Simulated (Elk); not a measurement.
Band structure of AlSn (P-6m2, 2 atoms in the cell).

```xyz
2
Lattice="4.1981 0.0000 0.0000 -2.0991 3.6357 0.0000 0.0000 0.0000 3.3068" Properties=species:S:1:pos:R:3 pbc="T T T"
Al     0.0000     0.0000     0.0000
Sn     0.0000     2.4238     1.6534
```

Computed with LDA (PW92), all-electron FP-LAPW, Elk's shipped species files, default APW+lo basis (Elk 10.2.4).

Settings: xctype = 3; rgkmax = 7; stype = 0; swidth = 0.00367493 Ha; ngridk = 7 7 8.

The starting cell comes from a database of computed structures (which also holds hypothetical and non-ambient phases and stackings), without a prior relaxation at this level. Values depend on the basis (sphere radii, cutoffs, local orbitals), which need not be converged.

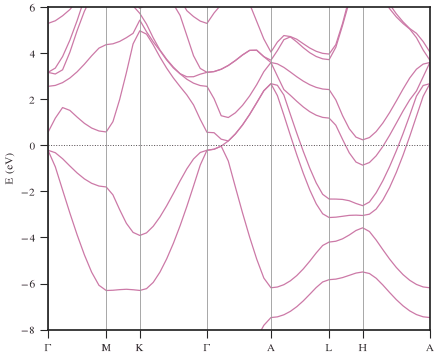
Figure. Bands along the path, energies from the Fermi level.

Levels in eV from the Fermi level, bands 11 to 18:
```
point      11      12     13     14     15     16    17    18
-----  ------  ------  -----  -----  -----  -----  ----  ----
Γ      -21.11  -10.46  -0.21  -0.21   0.57   2.57  3.18  3.18
M      -21.11   -8.66  -6.30  -1.80   0.59   4.38  6.47  7.29
K      -21.11   -8.26  -6.30  -3.91   4.98   5.45  5.74  5.96
A      -21.06   -7.48  -6.19   2.69   2.69   3.61  3.61  3.71
L      -21.05   -5.83  -4.20  -3.13  -2.33   1.19  2.43  3.73
H      -21.05   -5.50  -3.58  -3.04  -2.62  -0.86  0.24  7.67
```

Bands cross the Fermi level along this path, so the cell is metallic at this level.
